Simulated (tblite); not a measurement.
Geometry relaxation, with input and output: Si2NH8O2 (charge +1) (part 2 of 2)

The same run, continued: Si2NH8O2, charge +1, SMILES [NH3+][SiH2]O[SiH2]O; GFN2-xTB geometry optimisation, gas phase (tblite 0.8.0). 

Geometry of the input (Å):
```
O  -2.4557  1.8909  -0.3361
Si -2.0667  0.2487  -0.8656
O  -0.3095  0.0249  -0.8616
Si 0.8316  0.9707  0.1161
N  0.3314  0.9445  1.8458
H  -1.8507  2.4800  0.1522
H  -2.5618  0.0270  -2.1647
H  -2.6455  -0.6888  0.0524
H  2.1391  0.4126  -0.0148
H  0.8896  2.2952  -0.3690
H  -0.5836  1.4242  1.9362
H  1.0092  1.4372  2.4018
H  0.2397  -0.0031  2.1446
```

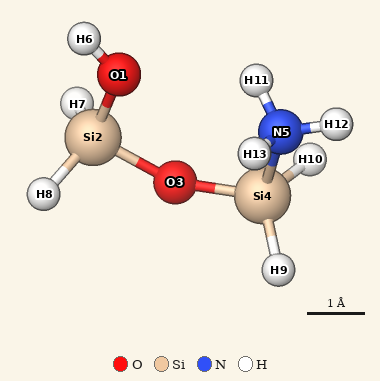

Figure 1. The geometry at step 152 of the log (ball-and-stick view, seen at a tilt; atoms are numbered from 1 in the order of the input).

### Trajectory as extended XYZ, continued
```
13
Properties=species:S:1:pos:R:3:forces:R:3 step=88 energy=-499.66103
O    -2.4427    1.8325   -0.2098   -0.0240  -0.0390  -0.0020
Si   -2.0749    0.4173   -0.9040   -0.0120  -0.0070  -0.0140
O    -0.4425    0.3282   -0.5232    0.0080  -0.0040   0.0000
Si    0.9412    0.8451    0.0234   -0.0170  -0.0040   0.0150
N     0.5309    0.9980    1.9180    0.0070  -0.0240   0.0340
H    -3.2753    2.2845   -0.3276    0.0180  -0.0090  -0.0010
H    -2.1199    0.4079   -2.3522   -0.0060   0.0220   0.0380
H    -2.6278   -0.7040   -0.1600    0.0120   0.0260  -0.0260
H     1.9112   -0.2297    0.0159   -0.0140   0.0240  -0.0050
H     1.2675    2.2291   -0.2588    0.0240  -0.0120  -0.0250
H    -0.3377    1.5247    2.0294    0.0380   0.0060  -0.0140
H     1.2601    1.4562    2.4634   -0.0110   0.0310  -0.0040
H     0.3770    0.0745    2.3230   -0.0240  -0.0100   0.0060
13
Properties=species:S:1:pos:R:3:forces:R:3 step=96 energy=-499.66356
O    -2.4529    1.8172   -0.1881   -0.0280  -0.0330  -0.0030
Si   -2.0755    0.4176   -0.9086    0.0220  -0.0010  -0.0150
O    -0.4503    0.3151   -0.4983   -0.0040   0.0170  -0.0140
Si    0.9385    0.8408    0.0282   -0.0050  -0.0240  -0.0140
N     0.5384    1.0054    1.9227   -0.0120   0.0240   0.0010
H    -3.2899    2.2593   -0.3100    0.0100   0.0160   0.0120
H    -2.0974    0.4541   -2.3566   -0.0020   0.0100   0.0250
H    -2.6447   -0.7189   -0.2052    0.0080  -0.0020  -0.0130
H     1.9058   -0.2349    0.0312    0.0050  -0.0060  -0.0050
H     1.2819    2.2116   -0.3005   -0.0090  -0.0280   0.0270
H    -0.3189    1.5502    2.0275   -0.0100   0.0070  -0.0070
H     1.2710    1.4611    2.4657    0.0060  -0.0250   0.0040
H     0.3613    0.0855    2.3295    0.0200   0.0430   0.0020
13
Properties=species:S:1:pos:R:3:forces:R:3 step=104 energy=-499.66747
O    -2.5012    1.7700   -0.1480    0.0190  -0.0210   0.0590
Si   -2.0813    0.4210   -0.9352    0.0460   0.0530  -0.0170
O    -0.4728    0.3110   -0.4610   -0.0130  -0.0140  -0.0090
Si    0.9387    0.8017    0.0364   -0.0150  -0.0040   0.0080
N     0.5590    1.0520    1.9319   -0.0030  -0.0190  -0.0220
H    -3.3544    2.1875   -0.2287   -0.0350   0.0320  -0.0130
H    -2.0291    0.5731   -2.3729   -0.0120  -0.0100  -0.0340
H    -2.6800   -0.7624   -0.3499    0.0210  -0.0390   0.0150
H     1.8777   -0.2994    0.0593   -0.0160  -0.0060   0.0220
H     1.3255    2.1450   -0.3479   -0.0050   0.0020   0.0340
H    -0.2711    1.6404    2.0279    0.0410   0.0010  -0.0130
H     1.3185    1.4728    2.4674   -0.0220   0.0100  -0.0390
H     0.3375    0.1514    2.3581   -0.0050   0.0140   0.0080
13
Properties=species:S:1:pos:R:3:forces:R:3 step=112 energy=-499.67269
O    -2.5682    1.7003   -0.0743    0.0170  -0.0060  -0.0170
Si   -2.0867    0.4337   -0.9592    0.0140   0.0120   0.0160
O    -0.4883    0.3191   -0.4508   -0.0080   0.0050  -0.0180
Si    0.9382    0.7610    0.0467   -0.0210  -0.0010   0.0210
N     0.5762    1.0847    1.9272   -0.0050   0.0110  -0.0020
H    -3.4157    2.1271   -0.1766    0.0110  -0.0070   0.0090
H    -1.9926    0.6934   -2.3812   -0.0240   0.0120   0.0030
H    -2.6680   -0.8092   -0.4878    0.0290  -0.0080  -0.0010
H     1.8351   -0.3720    0.1036   -0.0030  -0.0220   0.0060
H     1.3796    2.0863   -0.3419    0.0000   0.0020  -0.0200
H    -0.2155    1.7258    1.9993   -0.0060  -0.0050   0.0080
H     1.3640    1.4920    2.4300   -0.0070  -0.0030   0.0080
H     0.3090    0.2219    2.4025    0.0020   0.0100  -0.0120
13
Properties=species:S:1:pos:R:3:forces:R:3 step=120 energy=-499.67512
O    -2.5839    1.6591   -0.0361    0.0060  -0.0090   0.0080
Si   -2.0850    0.4383   -0.9738    0.0100   0.0090   0.0190
O    -0.4893    0.3265   -0.4608   -0.0070   0.0040  -0.0230
Si    0.9387    0.7395    0.0546   -0.0140  -0.0050  -0.0100
N     0.5771    1.1122    1.9267   -0.0030   0.0110  -0.0020
H    -3.4306    2.0891   -0.1302   -0.0010  -0.0130   0.0110
H    -2.0113    0.7781   -2.3796    0.0060   0.0000  -0.0120
H    -2.6258   -0.8462   -0.5718   -0.0070   0.0140   0.0110
H     1.7964   -0.4218    0.1434    0.0120  -0.0070   0.0170
H     1.4127    2.0423   -0.3691    0.0130   0.0050   0.0020
H    -0.1960    1.7757    1.9946   -0.0150   0.0090  -0.0210
H     1.3773    1.5048    2.4213    0.0000   0.0010   0.0090
H     0.2867    0.2666    2.4181    0.0010  -0.0180  -0.0090
13
Properties=species:S:1:pos:R:3:forces:R:3 step=128 energy=-499.67714
O    -2.5515    1.6541   -0.0186    0.0070  -0.0140  -0.0070
Si   -2.0774    0.4380   -0.9781   -0.0560  -0.0060   0.0300
O    -0.4687    0.3309   -0.5129    0.0250   0.0020   0.0180
Si    0.9432    0.7408    0.0481    0.0490  -0.0320  -0.0090
N     0.5609    1.1163    1.9166   -0.0080  -0.0010  -0.0090
H    -3.4044    2.0767   -0.0886    0.0010  -0.0070   0.0130
H    -2.0542    0.7792   -2.3864    0.0180  -0.0090   0.0220
H    -2.6150   -0.8429   -0.5513    0.0240   0.0430  -0.0170
H     1.7959   -0.4231    0.1792   -0.0130   0.0180  -0.0180
H     1.4289    2.0409   -0.3711    0.0090  -0.0030   0.0010
H    -0.2165    1.7754    1.9742   -0.0220   0.0060  -0.0070
H     1.3530    1.5111    2.4233   -0.0110   0.0100  -0.0150
H     0.2731    0.2669    2.4028   -0.0240  -0.0070  -0.0020
13
Properties=species:S:1:pos:R:3:forces:R:3 step=136 energy=-499.68072
O    -2.5400    1.5424    0.1194   -0.3000   0.2500   0.1890
Si   -2.0523    0.4868   -0.9989    0.1320  -0.1070  -0.0960
O    -0.4270    0.3808   -0.5938   -0.0710  -0.0270   0.0080
Si    0.9787    0.6681    0.0472   -0.0840   0.0160   0.0520
N     0.5129    1.1892    1.8691    0.0890   0.0190  -0.0610
H    -3.4442    1.8601    0.1746    0.2430  -0.0570  -0.0100
H    -2.0584    0.9890   -2.3521   -0.0030   0.0700  -0.0830
H    -2.5470   -0.8426   -0.7354   -0.0480  -0.1680   0.0250
H     1.7092   -0.5443    0.3230    0.0640  -0.1220  -0.0040
H     1.5951    1.8769   -0.4435    0.0800   0.1200   0.0010
H    -0.2185    1.8997    1.8496   -0.0550   0.0100  -0.0360
H     1.3082    1.5644    2.3845   -0.0040   0.0200   0.0150
H     0.1503    0.3939    2.3936   -0.0430  -0.0250  -0.0010
13
Properties=species:S:1:pos:R:3:forces:R:3 step=144 energy=-499.69447
O    -2.4089    1.3998    0.3046   -0.0710   0.1260   0.1900
Si   -2.0113    0.4841   -0.9741    0.0710  -0.0650  -0.0190
O    -0.3751    0.2873   -0.6766    0.0320   0.0400   0.0840
Si    0.9934    0.6198    0.0312   -0.0020  -0.0090  -0.0680
N     0.4276    1.2649    1.7614   -0.0160   0.0050   0.0680
H    -3.3012    1.7031    0.4680    0.0690  -0.0270  -0.0430
H    -2.0385    1.2092   -2.2183   -0.0660   0.0810  -0.1600
H    -2.5466   -0.8537   -0.8730   -0.0280  -0.0930  -0.0080
H     1.6657   -0.5922    0.4372    0.0780  -0.0810  -0.0260
H     1.6714    1.7930   -0.4887   -0.0180  -0.0340   0.0220
H    -0.2713    1.9976    1.6421   -0.0450   0.0830  -0.0570
H     1.1918    1.6256    2.3302    0.0120   0.0650   0.0130
H    -0.0299    0.5257    2.2935   -0.0170  -0.0930   0.0030
13
Properties=species:S:1:pos:R:3:forces:R:3 step=152 energy=-499.70598
O    -2.3717    1.3571    0.3738    0.0700  -0.0420  -0.0060
Si   -1.9872    0.5002   -0.9610   -0.0460   0.0310   0.0550
O    -0.3425    0.3341   -0.7101    0.0080   0.0020   0.0060
Si    1.0223    0.5870    0.0389    0.0400  -0.0320  -0.0150
N     0.3880    1.2913    1.7233   -0.0320  -0.0040   0.0010
H    -3.2709    1.6220    0.5505   -0.0410   0.0250   0.0120
H    -2.1061    1.2965   -2.1626    0.0050  -0.0040  -0.0520
H    -2.4940   -0.8562   -0.9035    0.0090   0.0010  -0.0120
H     1.6513   -0.6478    0.4606   -0.0130  -0.0030  -0.0070
H     1.7698    1.7201   -0.4666    0.0010   0.0180  -0.0130
H    -0.3103    2.0121    1.5254   -0.0030  -0.0200   0.0000
H     1.1134    1.6854    2.3199    0.0040   0.0360   0.0130
H    -0.0950    0.5625    2.2488   -0.0010  -0.0100   0.0190
13
Properties=species:S:1:pos:R:3:forces:R:3 step=160 energy=-499.70822
O    -2.3487    1.3585    0.3843    0.0200   0.0170   0.0080
Si   -1.9810    0.5024   -0.9543    0.0000   0.0200  -0.0260
O    -0.3303    0.3586   -0.7278   -0.0330  -0.0100  -0.0110
Si    1.0307    0.5887    0.0356    0.0110  -0.0050   0.0120
N     0.3768    1.2851    1.7230    0.0140  -0.0020  -0.0050
H    -3.2428    1.6420    0.5616   -0.0190   0.0090   0.0090
H    -2.1316    1.2683   -2.1736    0.0160   0.0160   0.0000
H    -2.4744   -0.8563   -0.8852   -0.0060  -0.0430   0.0120
H     1.6397   -0.6616    0.4404    0.0040   0.0180   0.0070
H     1.7735    1.7335   -0.4513    0.0200  -0.0020  -0.0060
H    -0.3381    1.9836    1.5057   -0.0210  -0.0180   0.0120
H     1.0845    1.7087    2.3221   -0.0040   0.0190  -0.0190
H    -0.0913    0.5528    2.2568   -0.0020  -0.0200   0.0080
13
Properties=species:S:1:pos:R:3:forces:R:3 step=168 energy=-499.71142
O    -2.2186    1.5609    0.3187   -0.0900  -0.1330  -0.1040
Si   -1.9580    0.4722   -0.8864   -0.0160   0.0910  -0.0970
O    -0.2976    0.3506   -0.7641   -0.0230  -0.0170   0.0070
Si    1.0470    0.6813    0.0018    0.0940  -0.0710   0.0100
N     0.3033    1.1599    1.7172   -0.1820   0.1190   0.1360
H    -3.0849    1.9443    0.4587    0.0880  -0.0320  -0.0160
H    -2.1867    1.0071   -2.2211   -0.0070  -0.0440   0.1960
H    -2.4359   -0.8533   -0.5159    0.0100   0.1430  -0.0160
H     1.7844   -0.5329    0.2914   -0.0190   0.0440   0.0050
H     1.6798    1.9221   -0.4057   -0.0380  -0.0290   0.0190
H    -0.5835    1.6429    1.4808    0.2130  -0.1390   0.1040
H     0.8787    1.7799    2.2989   -0.1990  -0.2440  -0.1340
H     0.0392    0.3293    2.2630    0.1680   0.3120  -0.1100
13
Properties=species:S:1:pos:R:3:forces:R:3 step=176 energy=-499.72330
O    -2.2303    1.5163    0.3371   -0.0500   0.0520   0.0510
Si   -1.9559    0.4785   -0.8984    0.0320  -0.0310  -0.0440
O    -0.2978    0.3308   -0.7535   -0.0190  -0.0060  -0.0360
Si    1.0522    0.6579    0.0045   -0.0260   0.0350   0.0040
N     0.2983    1.1840    1.7041    0.0340   0.0340   0.0500
H    -3.0907    1.9077    0.4834    0.0370  -0.0290  -0.0190
H    -2.1827    1.0672   -2.2005    0.0070   0.0080   0.0120
H    -2.4495   -0.8460   -0.5724   -0.0160   0.0100  -0.0150
H     1.7826   -0.5496    0.3208    0.0000  -0.0180   0.0170
H     1.6939    1.8906   -0.4113   -0.0200  -0.0190  -0.0060
H    -0.5805    1.6730    1.4790    0.0460  -0.0620   0.0110
H     0.8851    1.7843    2.2823   -0.0300   0.0240  -0.0300
H     0.0424    0.3695    2.2622    0.0060   0.0030   0.0060
13
Properties=species:S:1:pos:R:3:forces:R:3 step=184 energy=-499.73515
O    -2.2446    1.4258    0.4039   -0.0800   0.0550   0.0600
Si   -1.9422    0.5226   -0.9309   -0.0570  -0.0790  -0.0520
O    -0.2971    0.2944   -0.7532   -0.0240   0.0510   0.0720
Si    1.0520    0.5857    0.0267   -0.0350   0.0520  -0.0080
N     0.3050    1.2263    1.7051    0.0290  -0.0050  -0.1350
H    -3.1236    1.7597    0.5910    0.1370  -0.0520  -0.0440
H    -2.1076    1.2882   -2.1481    0.0250   0.0020  -0.0040
H    -2.5115   -0.8064   -0.7987    0.0410   0.0450  -0.0050
H     1.7313   -0.6420    0.3876   -0.0520   0.0330   0.0330
H     1.7507    1.7695   -0.4479   -0.0520  -0.0620   0.0520
H    -0.6196    1.6060    1.4603   -0.0680   0.0270  -0.0810
H     0.8484    1.9521    2.1658    0.0370   0.0240   0.0480
H     0.1259    0.4824    2.3759    0.0990  -0.0900   0.0650
13
Properties=species:S:1:pos:R:3:forces:R:3 step=192 energy=-499.74804
O    -2.2607    1.3793    0.4261    0.0100  -0.0300  -0.0110
Si   -1.9448    0.5570   -0.9609   -0.0080   0.0080   0.0140
O    -0.3115    0.2936   -0.7407   -0.0180   0.0590   0.0000
Si    1.0384    0.5539    0.0462    0.0010  -0.0230   0.0200
N     0.3165    1.2466    1.7045   -0.0180  -0.0190  -0.0250
H    -3.1400    1.6965    0.6281    0.0390  -0.0110  -0.0190
H    -2.0628    1.4095   -2.1256    0.0170   0.0010   0.0110
H    -2.5215   -0.7708   -0.9410   -0.0100  -0.0060   0.0110
H     1.6439   -0.6974    0.4526   -0.0070   0.0160   0.0030
H     1.7927    1.6911   -0.4416   -0.0080   0.0030  -0.0020
H    -0.6669    1.4733    1.4762    0.0690  -0.0120   0.0560
H     0.7743    2.0842    2.0653   -0.0460  -0.0620  -0.0310
H     0.3094    0.5475    2.4483   -0.0190   0.0750  -0.0260
13
Properties=species:S:1:pos:R:3:forces:R:3 step=200 energy=-499.75141
O    -2.2633    1.3144    0.4591   -0.0390  -0.0050  -0.0160
Si   -1.9353    0.5832   -0.9763   -0.0120   0.0280   0.0100
O    -0.2969    0.3569   -0.7697    0.0080  -0.0200  -0.0020
Si    1.0408    0.5228    0.0641   -0.0120  -0.0240  -0.0270
N     0.3116    1.2634    1.6903   -0.0110   0.0230   0.0180
H    -3.1504    1.5987    0.6772    0.0480  -0.0120  -0.0070
H    -2.0569    1.5089   -2.0834    0.0020  -0.0040   0.0040
H    -2.5075   -0.7461   -1.0374    0.0240   0.0050   0.0090
H     1.5642   -0.7531    0.5107   -0.0120   0.0260  -0.0170
H     1.8630    1.6097   -0.4297   -0.0020  -0.0150   0.0150
H    -0.6835    1.4385    1.4672    0.0290  -0.0110   0.0320
H     0.7360    2.1435    1.9815   -0.0190  -0.0270   0.0030
H     0.3453    0.6233    2.4837   -0.0040   0.0360  -0.0220
13
Properties=species:S:1:pos:R:3:forces:R:3 step=205 energy=-499.75281
O    -2.2713    1.2756    0.4720    0.0000   0.0000   0.0010
Si   -1.9317    0.6121   -0.9918    0.0000   0.0000  -0.0010
O    -0.2924    0.3881   -0.7885    0.0000   0.0000   0.0000
Si    1.0325    0.4951    0.0727    0.0000   0.0000   0.0000
N     0.3134    1.2773    1.6883    0.0020  -0.0020  -0.0030
H    -3.1607    1.5381    0.7030   -0.0010   0.0000   0.0000
H    -2.0531    1.5847   -2.0575    0.0000   0.0000   0.0000
H    -2.4846   -0.7206   -1.1119    0.0000   0.0000   0.0000
H     1.4890   -0.7995    0.5348    0.0000   0.0000   0.0000
H     1.9144    1.5392   -0.4069    0.0000   0.0000   0.0000
H    -0.6948    1.3926    1.4931   -0.0050   0.0000  -0.0020
H     0.6976    2.1931    1.9159    0.0020   0.0050   0.0000
H     0.4087    0.6884    2.5142    0.0010  -0.0040   0.0050
```
